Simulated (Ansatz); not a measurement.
Geometry relaxation, with input and output: BH$_{3}$Cl$_{2}$O (part 1 of 2)

BH$_{3}$Cl$_{2}$O, computed with RKS PBE/def2-SVP (Ansatz 0.2.0).

It belongs to a series of runs on one base structure; here: end point A relaxed.

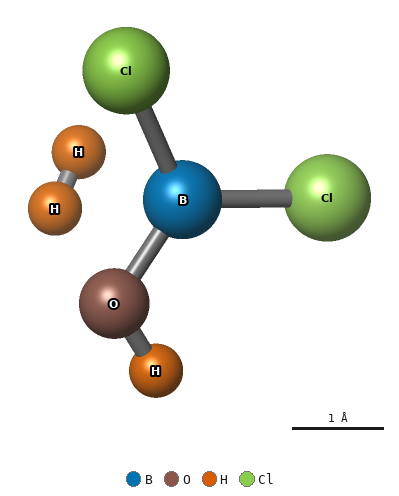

The input geometry (ball-and-stick view, seen at a tilt).

Input
```yaml
crystal:
  periodic: [false, false, false]
  atoms:
    - { symbol: B, position_ang: [-0.023969, -0.262128, 0.115779] }
    - { symbol: O, position_ang: [0.010606, -0.482579, 1.476323] }
    - { symbol: H, position_ang: [-0.885288, -0.454016, 1.861826] }
    - { symbol: Cl, position_ang: [1.484188, -0.368131, -0.77692] }
    - { symbol: Cl, position_ang: [-1.555596, 0.019897, -0.734973] }
    - { symbol: H, position_ang: [0.323455, 2.060353, 0.608268] }
    - { symbol: H, position_ang: [0.313605, 1.704604, 1.235297] }
basis:
  gaussian: { orbitals: def2-SVP }
hamiltonian:
  xc: pbe
relax:
  f_tol: 0.03
  max_steps: 50
```

Run on 2 threads of Arm Neoverse V2, 24 GiB of memory available, shared host.

Run as:
```bash
ansatz run input.yaml --threads 2 --pin off --max-ram 3072MiB --backend cpu --events-out ev --progress --plain --runs-dir out
```

Output
```
The last accepted step is kept in [file] (removed where the run ends without a failure and the disk answers)
Engine: ansatz 0.2.0, aarch64-unknown-linux-gnu
Functional definition: PBE
  parameter kappa = 0.804
  parameter beta = 0.06672455060314922
  exchange = pbe_x(kappa = kappa, mu = beta*pi^2/3)
  correlation = pbe_c(beta = beta)
861 factors; their error is unknown
mean field evaluation 1: about -27792.2282 eV, gradient 5.0e1 eV
mean field evaluation 2: about -27769.0691 eV, gradient 1.2e2 eV
mean field evaluation 4: about -27796.6943 eV, gradient 5.9e0 eV
mean field evaluation 8: about -27796.7845 eV, gradient 2.8e-1 eV
mean field evaluation 16: about -27796.7472 eV, gradient 5.6e-5 eV
mean field -27796.74721679 eV, -1021.5116189052 hartree, gradient 5.6e-5 eV, S^2 0.000000; 0 other end points of the search recorded, 0 dependent functions left out
the calculation of the forces begins
reference -27796.74724327 eV, -1021.5116198783 hartree; 25, 25 occupied and 54, 54 virtual orbitals, 861 factors
relax step   1: F+E_penalty+E_count = -27796.74721679 eV  Δ(F+E_penalty+E_count) = +0.000e0 eV  max|allowed force component| = 1.557e0 eV/Å  Δτ_max = 0.0000 Å  (25 SCF iters, accepted)
these checks for a lower state are left out or cut short: starts, cluster_reference, orbital_swaps, neighbouring_geometries, increment
861 factors; their error is unknown
mean field -27796.89631787 eV, -1021.5170982688 hartree, gradient 2.4e-5 eV, S^2 0.000000; 0 other end points of the search recorded, 0 dependent functions left out
[... from here on the field's lines of each further geometry are left out, up to the last ...]
relax step   2: F+E_penalty+E_count = -27796.89631787 eV  Δ(F+E_penalty+E_count) = -1.491e-1 eV  max|allowed force component| = 4.672e-1 eV/Å  Δτ_max = 0.1988 Å  (26 SCF iters, accepted)
relax step   3: F+E_penalty+E_count = -27796.92344406 eV  Δ(F+E_penalty+E_count) = -2.713e-2 eV  max|allowed force component| = 6.746e-1 eV/Å  Δτ_max = 0.1950 Å  (28 SCF iters, accepted)
relax step   4: F+E_penalty+E_count = -27796.96313791 eV  Δ(F+E_penalty+E_count) = -3.969e-2 eV  max|allowed force component| = 3.434e-1 eV/Å  Δτ_max = 0.1889 Å  (27 SCF iters, accepted)
relax step   5: F+E_penalty+E_count = -27796.96686889 eV  Δ(F+E_penalty+E_count) = -3.731e-3 eV  max|allowed force component| = 1.815e-1 eV/Å  Δτ_max = 0.0418 Å  (27 SCF iters, accepted)
relax step   6: F+E_penalty+E_count = -27796.96976127 eV  Δ(F+E_penalty+E_count) = -2.892e-3 eV  max|allowed force component| = 7.148e-2 eV/Å  Δτ_max = 0.0911 Å  (28 SCF iters, accepted)
relax step   7: F+E_penalty+E_count = -27796.97106129 eV  Δ(F+E_penalty+E_count) = -1.300e-3 eV  max|allowed force component| = 4.608e-2 eV/Å  Δτ_max = 0.0493 Å  (27 SCF iters, accepted)
relax step   8: F+E_penalty+E_count = -27796.97160047 eV  Δ(F+E_penalty+E_count) = -5.392e-4 eV  max|allowed force component| = 4.635e-2 eV/Å  Δτ_max = 0.0392 Å  (27 SCF iters, accepted)
relax step   9: F+E_penalty+E_count = -27796.97168738 eV  Δ(F+E_penalty+E_count) = -8.691e-5 eV  max|allowed force component| = 1.795e-1 eV/Å  Δτ_max = 0.0656 Å  (27 SCF iters, accepted)
relax step  10: F+E_penalty+E_count = -27796.97290901 eV  Δ(F+E_penalty+E_count) = -1.222e-3 eV  max|allowed force component| = 7.033e-2 eV/Å  Δτ_max = 0.0257 Å  (26 SCF iters, accepted)
relax step  11: F+E_penalty+E_count = -27796.97404849 eV  Δ(F+E_penalty+E_count) = -1.139e-3 eV  max|allowed force component| = 5.288e-2 eV/Å  Δτ_max = 0.0661 Å  (25 SCF iters, accepted)
relax step  12: F+E_penalty+E_count = -27796.96371574 eV  Δ(F+E_penalty+E_count) = +1.033e-2 eV  max|allowed force component| = 6.179e-1 eV/Å  Δτ_max = 0.1906 Å  (26 SCF iters, rejected (line search))
relax step  13: F+E_penalty+E_count = -27796.96081906 eV  Δ(F+E_penalty+E_count) = +1.323e-2 eV  max|allowed force component| = 4.214e-1 eV/Å  Δτ_max = 0.0429 Å  (27 SCF iters, rejected (line search))
relax step  14: F+E_penalty+E_count = -27796.97470734 eV  Δ(F+E_penalty+E_count) = -6.589e-4 eV  max|allowed force component| = 2.265e-2 eV/Å  Δτ_max = 0.0208 Å  (27 SCF iters, accepted)
relax step  15: F+E_penalty+E_count = -27796.97572938 eV  Δ(F+E_penalty+E_count) = -1.022e-3 eV  max|allowed force component| = 1.896e-1 eV/Å  Δτ_max = 0.0975 Å  (28 SCF iters, accepted)
relax step  16: F+E_penalty+E_count = -27796.97686081 eV  Δ(F+E_penalty+E_count) = -1.131e-3 eV  max|allowed force component| = 1.070e-1 eV/Å  Δτ_max = 0.0254 Å  (27 SCF iters, accepted)
relax step  17: F+E_penalty+E_count = -27796.97875545 eV  Δ(F+E_penalty+E_count) = -1.895e-3 eV  max|allowed force component| = 6.786e-2 eV/Å  Δτ_max = 0.0805 Å  (27 SCF iters, accepted)
relax step  18: F+E_penalty+E_count = -27796.97755398 eV  Δ(F+E_penalty+E_count) = +1.201e-3 eV  max|allowed force component| = 3.609e-1 eV/Å  Δτ_max = 0.1748 Å  (27 SCF iters, rejected (line search))
relax step  19: F+E_penalty+E_count = -27796.97951072 eV  Δ(F+E_penalty+E_count) = -7.553e-4 eV  max|allowed force component| = 1.131e-1 eV/Å  Δτ_max = 0.0554 Å  (27 SCF iters, accepted)
relax step  20: F+E_penalty+E_count = -27796.98093940 eV  Δ(F+E_penalty+E_count) = -1.429e-3 eV  max|allowed force component| = 5.839e-2 eV/Å  Δτ_max = 0.0998 Å  (26 SCF iters, accepted)
relax step  21: F+E_penalty+E_count = -27796.97768643 eV  Δ(F+E_penalty+E_count) = +3.253e-3 eV  max|allowed force component| = 4.078e-1 eV/Å  Δτ_max = 0.1186 Å  (27 SCF iters, rejected (line search))
relax step  22: F+E_penalty+E_count = -27796.98285073 eV  Δ(F+E_penalty+E_count) = -1.911e-3 eV  max|allowed force component| = 1.553e-2 eV/Å  Δτ_max = 0.0593 Å  (27 SCF iters, accepted)
relax step  23: F+E_penalty+E_count = -27796.98382469 eV  Δ(F+E_penalty+E_count) = -9.740e-4 eV  max|allowed force component| = 1.468e-1 eV/Å  Δτ_max = 0.0732 Å  (27 SCF iters, accepted)
relax step  24: F+E_penalty+E_count = -27796.98452133 eV  Δ(F+E_penalty+E_count) = -6.966e-4 eV  max|allowed force component| = 1.541e-1 eV/Å  Δτ_max = 0.0713 Å  (26 SCF iters, accepted)
relax step  25: F+E_penalty+E_count = -27796.98577241 eV  Δ(F+E_penalty+E_count) = -1.251e-3 eV  max|allowed force component| = 1.651e-1 eV/Å  Δτ_max = 0.0791 Å  (26 SCF iters, accepted)
relax step  26: F+E_penalty+E_count = -27796.98687230 eV  Δ(F+E_penalty+E_count) = -1.100e-3 eV  max|allowed force component| = 1.462e-1 eV/Å  Δτ_max = 0.0364 Å  (25 SCF iters, accepted)
relax step  27: F+E_penalty+E_count = -27796.98805597 eV  Δ(F+E_penalty+E_count) = -1.184e-3 eV  max|allowed force component| = 1.109e-1 eV/Å  Δτ_max = 0.0646 Å  (26 SCF iters, accepted)
relax step  28: F+E_penalty+E_count = -27796.98891312 eV  Δ(F+E_penalty+E_count) = -8.572e-4 eV  max|allowed force component| = 1.600e-1 eV/Å  Δτ_max = 0.1020 Å  (27 SCF iters, accepted)
relax step  29: F+E_penalty+E_count = -27796.98922678 eV  Δ(F+E_penalty+E_count) = -3.137e-4 eV  max|allowed force component| = 1.406e-1 eV/Å  Δτ_max = 0.0433 Å  (26 SCF iters, accepted)
relax step  30: F+E_penalty+E_count = -27796.98965623 eV  Δ(F+E_penalty+E_count) = -4.294e-4 eV  max|allowed force component| = 6.666e-2 eV/Å  Δτ_max = 0.0473 Å  (27 SCF iters, accepted)
relax step  31: F+E_penalty+E_count = -27796.99001646 eV  Δ(F+E_penalty+E_count) = -3.602e-4 eV  max|allowed force component| = 7.877e-2 eV/Å  Δτ_max = 0.0324 Å  (26 SCF iters, accepted)
relax step  32: F+E_penalty+E_count = -27796.99030601 eV  Δ(F+E_penalty+E_count) = -2.896e-4 eV  max|allowed force component| = 2.232e-2 eV/Å  Δτ_max = 0.0442 Å  (25 SCF iters, accepted)
relax step  33: F+E_penalty+E_count = -27796.98998284 eV  Δ(F+E_penalty+E_count) = +3.232e-4 eV  max|allowed force component| = 1.847e-1 eV/Å  Δτ_max = 0.1417 Å  (27 SCF iters, rejected (line search))
relax step  34: F+E_penalty+E_count = -27796.99058546 eV  Δ(F+E_penalty+E_count) = -2.795e-4 eV  max|allowed force component| = 3.113e-2 eV/Å  Δτ_max = 0.0691 Å  (25 SCF iters, accepted)
relax step  35: F+E_penalty+E_count = -27796.99042921 eV  Δ(F+E_penalty+E_count) = +1.563e-4 eV  max|allowed force component| = 1.129e-1 eV/Å  Δτ_max = 0.0985 Å  (27 SCF iters, rejected (line search))
the calculation of the forces begins
reference -27796.99075461 eV, -1021.5205687549 hartree; 25, 25 occupied and 54, 54 virtual orbitals, 861 factors
relax step  36: F+E_penalty+E_count = -27796.99072445 eV  Δ(F+E_penalty+E_count) = -1.390e-4 eV  max|allowed force component| = 2.963e-2 eV/Å  Δτ_max = 0.0481 Å  (26 SCF iters, accepted)
```

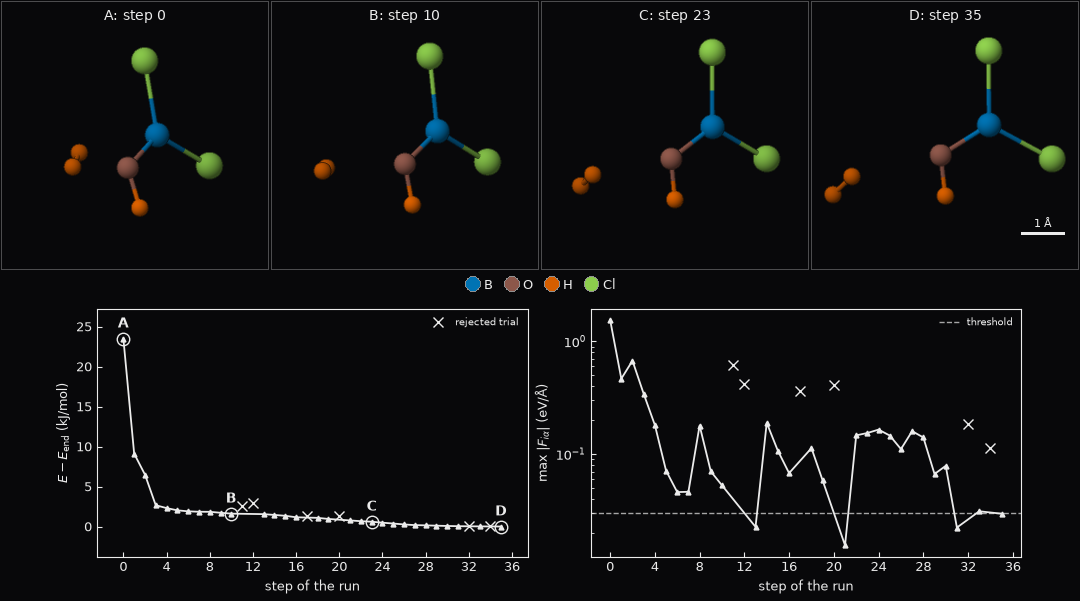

Frames of the relaxation (ball-and-stick view, seen at a tilt) above the curves, on which the letters mark them (the first geometry is step 0 here and step 1 in the log).

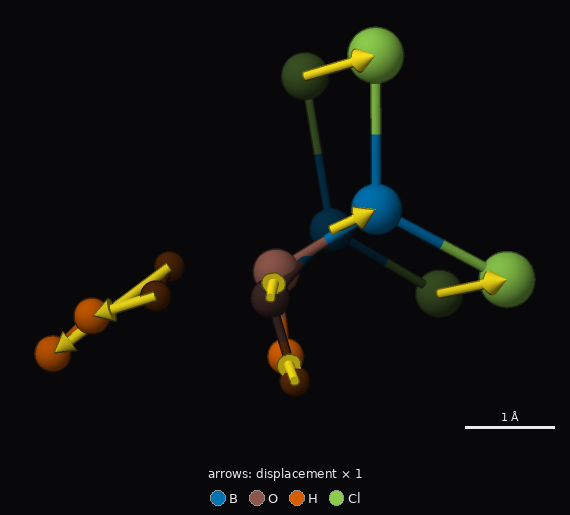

Start (faint) and end (solid) with the displacements as yellow arrows, at true length (ball-and-stick view, seen at a tilt). The two geometries are laid on each other by the best rigid fit. Over 35 geometry steps the energy falls by 23.5 kJ/mol. The largest force component goes from 1.6 to 0.03 eV/Å. The line search rejected the trial steps at points 11, 12, 17, 20, 32, 34 (counted from 0) and went back. The atom that moves furthest after the best rigid fit is H6 (1.64 Å). By element the largest moves are H 1.64 Å, Cl 1.02 Å, B 0.60 Å, O 0.56 Å. Among the contacts that change: H6–H7 0.721 → 0.769 Å, B1–O2 1.379 → 1.354 Å. (Atoms are counted from 1 in the order of the input.)

```
861 factors; their error is unknown
mean field -27796.99072445 eV, -1021.5205676465 hartree, gradient 1.7e-5 eV, S^2 0.000000; 1 other end points of the search recorded, 0 dependent functions left out
the calculation of the forces begins
reference -27796.99075461 eV, -1021.5205687549 hartree; 25, 25 occupied and 54, 54 virtual orbitals, 861 factors
Total energy: -27796.99075461 eV, -1021.5205687549 hartree
Atom 0 at    -0.080400    -0.786443    -0.165964 Å, force     0.014580    -0.009962     0.029627 eV/Å
Atom 1 at     0.058776    -0.165179     1.028790 Å, force    -0.008334     0.007421    -0.008322 eV/Å
Atom 2 at    -0.798357     0.113951     1.403125 Å, force     0.005856    -0.000750    -0.001263 eV/Å
Atom 3 at     1.364128    -1.369289    -0.982975 Å, force     0.013189     0.002457    -0.007663 eV/Å
Atom 4 at    -1.677301    -1.025857    -0.903032 Å, force    -0.026174     0.001484    -0.012951 eV/Å
Atom 5 at     0.304880     3.080728     1.814355 Å, force     0.000713     0.002131     0.001207 eV/Å
Atom 6 at     0.495275     2.370088     1.591302 Å, force     0.000170    -0.002781    -0.000635 eV/Å
Dipole moment:    -0.269479     0.125798     0.225664 e Å
```

Trajectory as extended XYZ (Å, eV, eV/Å), 36 frames, from step=1 to step=36
```
7
Properties=species:S:1:pos:R:3:forces:R:3 step=1 energy=-27796.74722
B    -0.0240   -0.2621    0.1158   -0.0359  -0.4361   0.8628
O     0.0106   -0.4826    1.4763   -0.0809  -0.1745  -0.8317
H    -0.8853   -0.4540    1.8618   -0.0074   0.0053   0.0051
Cl    1.4842   -0.3681   -0.7769    0.0314   0.0034  -0.0528
Cl   -1.5556    0.0199   -0.7350    0.0066  -0.0003  -0.0119
H     0.3235    2.0604    0.6083    0.0635   1.1901  -1.5286
H     0.3136    1.7046    1.2353    0.0227  -0.5878   1.5571
7
Properties=species:S:1:pos:R:3:forces:R:3 step=2 energy=-27796.89632
B    -0.0401   -0.3895    0.1123    0.0380   0.2038   0.4482
O    -0.0077   -0.6055    1.4612   -0.1866  -0.0631  -0.4672
H    -0.8963   -0.5009    1.8582    0.1159  -0.0735  -0.0478
Cl    1.4796   -0.3982   -0.7748   -0.0411  -0.1689  -0.0182
Cl   -1.5554    0.0141   -0.7280    0.0362  -0.1510   0.0193
H     0.3489    2.2575    0.6082    0.0099   0.1719  -0.0492
H     0.3381    1.8405    1.2485    0.0277   0.0807   0.1150
7
Properties=species:S:1:pos:R:3:forces:R:3 step=3 energy=-27796.92344
B    -0.0391   -0.3787    0.1087   -0.0359  -0.6746   0.0004
O    -0.0193   -0.6832    1.4350   -0.2000   0.3883  -0.1838
H    -0.9045   -0.5613    1.8395    0.1958  -0.0971  -0.0774
Cl    1.4638   -0.5294   -0.8091   -0.1227   0.1462   0.1161
Cl   -1.5718   -0.0760   -0.7523    0.1472   0.1465   0.1118
H     0.3724    2.4437    0.6612   -0.0060  -0.1569   0.2973
H     0.3655    2.0030    1.3027    0.0216   0.2476  -0.2644
7
Properties=species:S:1:pos:R:3:forces:R:3 step=4 energy=-27796.96314
B    -0.0636   -0.5105    0.0788    0.0316   0.0125   0.2978
O    -0.0322   -0.7372    1.4220   -0.1942   0.1333  -0.3434
H    -0.9184   -0.6192    1.8230    0.1578  -0.0755  -0.0617
Cl    1.4509   -0.5747   -0.8203   -0.0820  -0.0480   0.0379
Cl   -1.5849   -0.1307   -0.7651    0.0840  -0.0418   0.0538
H     0.4090    2.6075    0.7036   -0.0066   0.0034   0.0093
H     0.4062    2.1829    1.3435    0.0093   0.0159   0.0061
7
Properties=species:S:1:pos:R:3:forces:R:3 step=5 energy=-27796.96687
B    -0.0655   -0.5200    0.0746    0.0296  -0.0185   0.1235
O    -0.0331   -0.7395    1.4142   -0.1815   0.1115  -0.1628
H    -0.9197   -0.6285    1.8154    0.1500  -0.0630  -0.0497
Cl    1.4463   -0.6019   -0.8278   -0.0748  -0.0217   0.0342
Cl   -1.5893   -0.1544   -0.7706    0.0754  -0.0187   0.0436
H     0.4134    2.6421    0.7196   -0.0068   0.0189  -0.0201
H     0.4149    2.2201    1.3603    0.0081  -0.0085   0.0313
7
Properties=species:S:1:pos:R:3:forces:R:3 step=6 energy=-27796.96976
B    -0.0611   -0.5300    0.0540   -0.0290   0.0451   0.0715
O    -0.0181   -0.6828    1.3990    0.0004  -0.0183  -0.0679
H    -0.8904   -0.5767    1.8235    0.0045   0.0086  -0.0578
Cl    1.4378   -0.6882   -0.8555   -0.0077  -0.0197   0.0075
Cl   -1.5779   -0.1622   -0.7995    0.0308  -0.0290   0.0419
H     0.3644    2.6471    0.7679   -0.0098   0.0423  -0.0369
H     0.4123    2.2109    1.3963    0.0108  -0.0290   0.0418
7
Properties=species:S:1:pos:R:3:forces:R:3 step=7 energy=-27796.97106
B    -0.0628   -0.5432    0.0504   -0.0152  -0.0030  -0.0160
O    -0.0209   -0.6971    1.3931   -0.0030  -0.0023   0.0262
H    -0.8950   -0.5901    1.8138    0.0161   0.0078  -0.0461
Cl    1.4343   -0.7135   -0.8611   -0.0138   0.0001   0.0115
Cl   -1.5817   -0.1831   -0.8008    0.0166  -0.0055   0.0210
H     0.3670    2.6940    0.7827   -0.0070   0.0063   0.0052
H     0.4261    2.2511    1.4074    0.0062  -0.0034  -0.0019
7
Properties=species:S:1:pos:R:3:forces:R:3 step=8 energy=-27796.97160
B    -0.0628   -0.5538    0.0450   -0.0111  -0.0099  -0.0019
O    -0.0202   -0.6964    1.3885    0.0156  -0.0076   0.0463
H    -0.8945   -0.5857    1.8073    0.0037   0.0129  -0.0331
Cl    1.4309   -0.7388   -0.8664    0.0159   0.0000  -0.0061
Cl   -1.5810   -0.1961   -0.8044   -0.0221   0.0063  -0.0078
H     0.3534    2.7248    0.8027   -0.0012  -0.0252   0.0437
H     0.4411    2.2639    1.4128   -0.0008   0.0235  -0.0411
```
